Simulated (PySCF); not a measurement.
## NMR shielding calculation, with input and output: C4H12OSi2

C4H12OSi2, computed with GIAO PBE0/pcSseg-1 NMR shielding, non-relativistic, gas phase (PySCF 2.14.0).

The geometry comes from this level: GFN2-xTB. Figures and captions count atoms from 1; the log counts them from 0 in places.

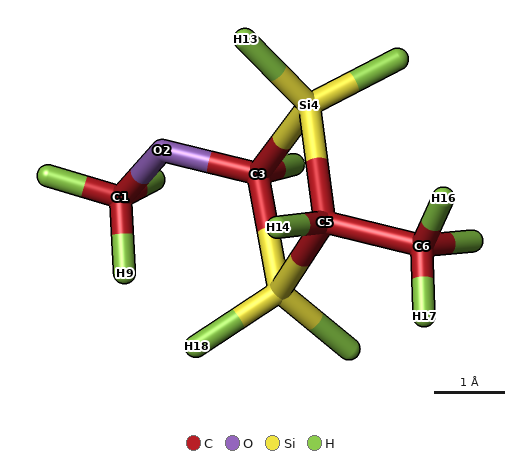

Figure 1. The input geometry (stick view, seen at a tilt; atoms are numbered from 1 in the order of the input).

### The input
```
{"job": {"kind": "nmr", "xc": "PBE0", "basis": "pcSseg-1"}, "charge": 0, "multiplicity": 1}
C      3.083490    -0.239652     0.585416
O      2.022379     0.659405     0.449964
C      0.756396     0.086940     0.783151
Si    -0.639058     1.406566     0.580939
C     -1.336828     0.316926    -0.851728
C     -2.794243    -0.119986    -0.745940
Si    -0.001112    -1.047838    -0.592351
H      3.988931     0.287907     0.288191
H      2.943620    -1.122158    -0.053450
H      3.184535    -0.580407     1.625425
H      0.831469    -0.368365     1.780904
H     -1.535684     1.489445     1.738308
H     -0.154383     2.730968     0.208003
H     -1.210568     0.811339    -1.818324
H     -2.979680    -0.618414     0.202828
H     -3.461756     0.738074    -0.811942
H     -3.052014    -0.812599    -1.546424
H      0.863410    -1.287941    -1.748376
H     -0.518706    -2.320957    -0.082054
```

The first line tells a small driver script what to run in PySCF; the rest is the geometry in Å.

Machine: 1 CPU thread, shared host.

Launch command:
```bash
OMP_NUM_THREADS=1 python <driver script> task.json out
```

### Log
```
coarse grid: 16120 points
cycle   1  E = -813.1073592268  dE =  5.555e-01  |g| = 6.174e-01  |ddm| = 3.811e+00
cycle   2  E = -813.0095029744  dE =  9.786e-02  |g| = 9.222e-01  |ddm| = 1.529e+00
cycle   3  E = -813.1905471427  dE = -1.810e-01  |g| = 8.459e-02  |ddm| = 1.030e+00
cycle   4  E = -813.1914817535  dE = -9.346e-04  |g| = 4.266e-02  |ddm| = 8.360e-02
cycle   5  E = -813.1918895182  dE = -4.078e-04  |g| = 8.753e-03  |ddm| = 4.260e-02
cycle   6  E = -813.1919057165  dE = -1.620e-05  |g| = 3.159e-03  |ddm| = 1.107e-02
cycle   7  E = -813.1919081386  dE = -2.422e-06  |g| = 2.712e-04  |ddm| = 2.824e-03
final grid: 144360 points
cycle   8  E = -813.2437436774  dE = -2.686e-05  |g| = 1.130e-02  |ddm| = 2.334e-02
cycle   9  E = -813.2437172343  dE =  2.644e-05  |g| = 1.623e-02  |ddm| = 1.937e-02
cycle  10  E = -813.2437696424  dE = -5.241e-05  |g| = 1.380e-03  |ddm| = 1.182e-02
cycle  11  E = -813.2437700549  dE = -4.125e-07  |g| = 2.291e-04  |ddm| = 1.470e-03
cycle  12  E = -813.2437700651  dE = -1.022e-08  |g| = 7.739e-05  |ddm| = 2.865e-04
cycle  13  E = -813.2437700663  dE = -1.274e-09  |g| = 2.797e-05  |ddm| = 8.910e-05
cycle  14  E = -813.2437700665  dE = -1.805e-10  |g| = 4.574e-06  |ddm| = 3.065e-05
```

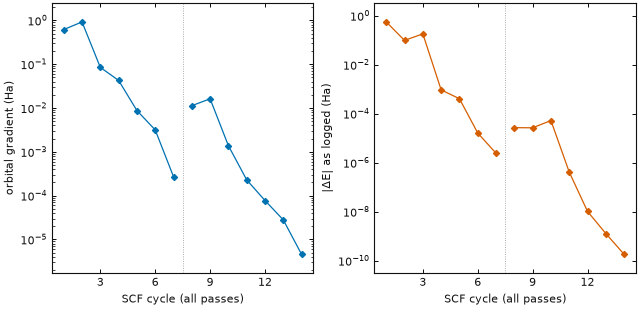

Figure 2. Convergence of the self-consistent field: orbital gradient and size of the energy change against the SCF cycle. The dotted line marks the change from a coarse to the final integration grid. The first 7 cycles use a coarse grid, the final grid takes over at cycle 8, and the field converges after 14 cycles in all.

```
converged SCF energy = -813.2437700665

GIAO shielding tensors (ppm)
atom      isotropic    diamagn.    paramagn.     s11        s22        s33       span
  0 C      123.010     244.522    -121.512     89.119     97.045    182.865     93.746
  1 O      328.051     396.478     -68.428    302.223    323.372    358.556     56.333
  2 C      115.202     256.141    -140.939     72.074    100.719    172.813    100.739
  3 Si     369.053     881.862    -512.809    336.967    347.427    422.764     85.797
  4 C      179.590     258.559     -78.969    158.854    188.065    191.851     32.997
  5 C      169.470     242.070     -72.600    157.724    166.044    184.641     26.917
  6 Si     379.546     882.633    -503.088    338.988    367.222    432.427     93.439
  7 H       27.908      28.114      -0.206     23.755     25.199     34.770     11.015
  8 H       28.686      30.060      -1.374     25.076     27.488     33.494      8.418
  9 H       28.718      28.799      -0.081     25.109     26.222     34.822      9.713
 10 H       27.932      33.338      -5.407     24.675     27.759     31.361      6.686
 11 H       27.024      30.457      -3.434     24.025     25.490     31.556      7.531
 12 H       26.822      30.388      -3.565     23.818     25.025     31.623      7.805
 13 H       30.153      32.992      -2.839     25.741     29.560     35.157      9.416
 14 H       30.445      29.212       1.233     26.331     29.354     35.650      9.319
 15 H       30.347      27.605       2.742     25.247     27.938     37.856     12.609
 16 H       30.333      27.887       2.446     25.255     28.002     37.742     12.487
 17 H       26.807      31.171      -4.364     23.166     25.792     31.464      8.298
 18 H       27.142      31.088      -3.945     23.858     25.844     31.725      7.867
```

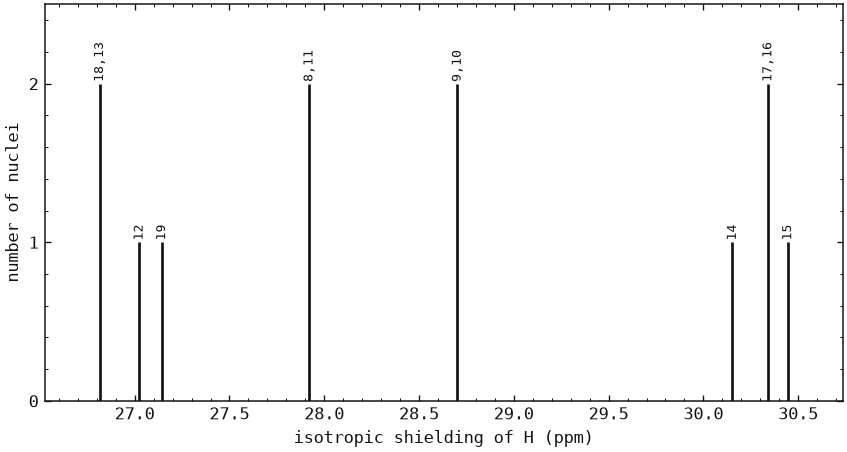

Figure 3. Isotropic shieldings of the hydrogen nuclei in this fixed geometry, labelled by atom number; shielding grows to the right, so chemical shift grows to the left. The least shielded is H18 (26.8 ppm), the most shielded H15 (30.4 ppm).

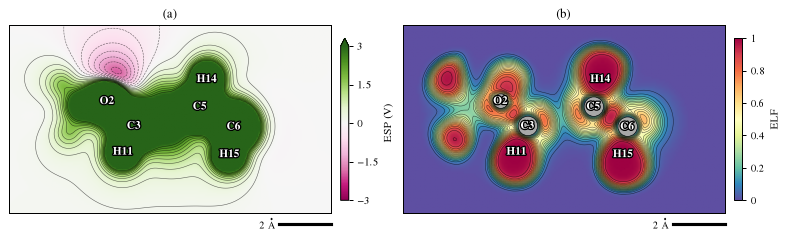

Figure 4. (a) molecular electrostatic potential; (b) ELF on the plane of atoms C6, C5 and H14. Grey discs, where drawn, cover atomic cores. C–H (1.09 Å): the ELF climbs to about 1 towards the hydrogen, as it does in any bond to H (a covalent bond by its length).

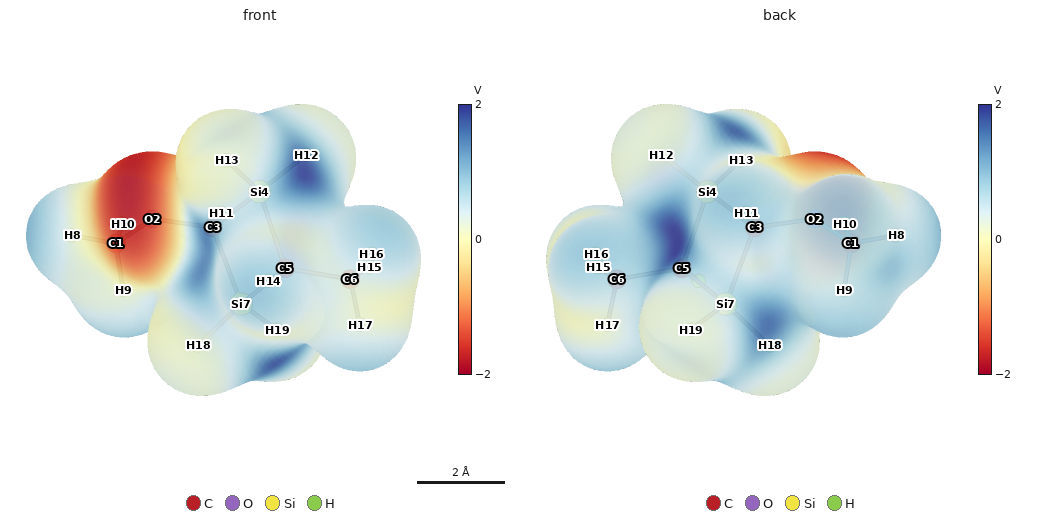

Figure 5. The molecular electrostatic potential painted on the density surface at 0.004 e/bohr³, seen at a tilt and from behind; red is negative and blue positive. Its dipole moment is 0.88 D.

### Results in brief

```tsv
quantity	value
outcome	converged
total energy	−813.243770 hartree
HOMO	−6.70 eV
LUMO	−0.19 eV
dipole moment	0.88 D
isotropic shielding, C	115.2 to 179.6 ppm
isotropic shielding, O	328.1 ppm
isotropic shielding, Si	369.1 to 379.5 ppm
isotropic shielding, H	26.8 to 30.4 ppm
wall time	39 s
peak memory	0.86 GiB
```
